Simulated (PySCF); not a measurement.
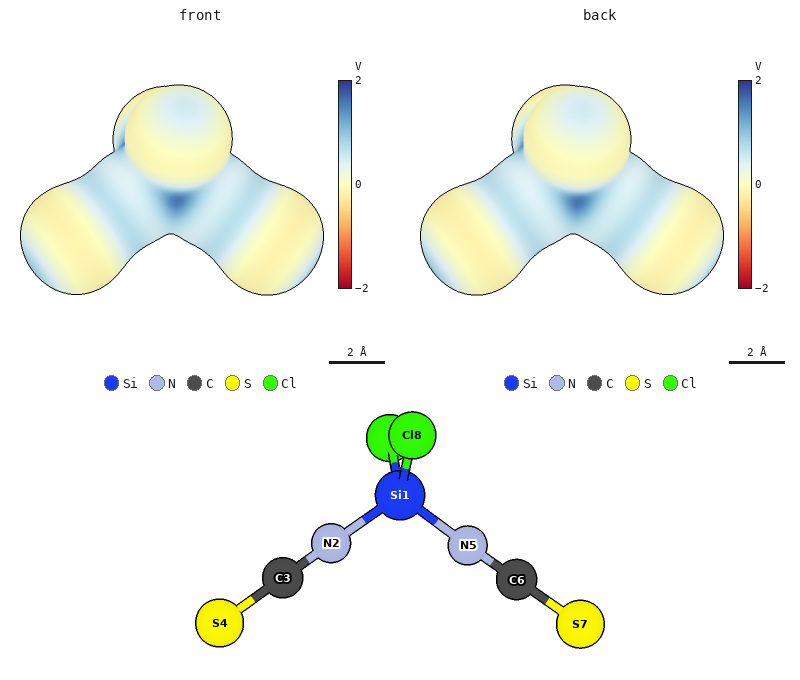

C2Cl2N2S2Si (Si(NCS)2Cl2). The molecular electrostatic potential painted on the density surface at 0.002 e/bohr³, seen from the front and from behind; red is negative and blue positive. The bare structure is drawn below in the same view.

Geometry: PBE0-D3(BJ)/def2-SVP.

Method: PySCF 2.14.0, PBE0/pcSseg-1, SCF density, gas phase, non-relativistic.

```
atom    x (Å)    y (Å)    z (Å)
  Si  -0.6997  -0.0346  -0.5518
   N  -0.7829   0.0057   1.1402
   C  -0.8268   0.0295   2.3383
   S  -0.8824   0.0608   3.9023
   N   0.9275  -0.0264  -1.0248
   C   2.0681  -0.0046  -1.3936
   S   3.5581   0.0225  -1.8717
  Cl  -1.6311   1.6015  -1.3228
  Cl  -1.5979  -1.7239  -1.2419
```

**Where is the surface potential most negative and most positive?**

The most negative region (about −0.1 V) lies over S4, S7, Cl8 and Cl9, the most positive (about +1.5 V) over Si1. Cl8 shows a σ-hole: about +0.5 V at the tip opposite its bond, against about 0.0 V on its flanks. Cl9 shows a σ-hole: about +0.5 V at the tip opposite its bond, against about 0.0 V on its flanks.

**How polar is the molecule by this calculation?**

Its dipole moment is 0.15 D.
